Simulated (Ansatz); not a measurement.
The starting structures come from a database of crystals and need not be the phases stable at ambient conditions.

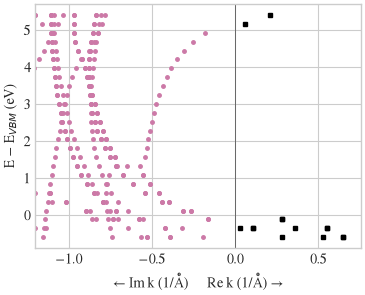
*Complex bands at the centre of the two-dimensional zone; PBEsol (Ansatz, a program for electronic structure)*

The gap is the functional's own. No spin-orbit coupling. Mid-gap values are interpolated on the energy grid.

Q: This is K₂NaInF₆ (Fm-3m, not sure to be the ambient phase, 10 atoms a cell, 16.6 Å³ an atom, -3 GPa at this level) along the normal of (001). Read off the slowest decay at the centre of the two-dimensional zone at 2.52 eV, the computed energy nearest the middle of the gap.

A: κ ≈ 0.50 1/Å, a decay length 1/(2κ) of the density of 1.00 Å.
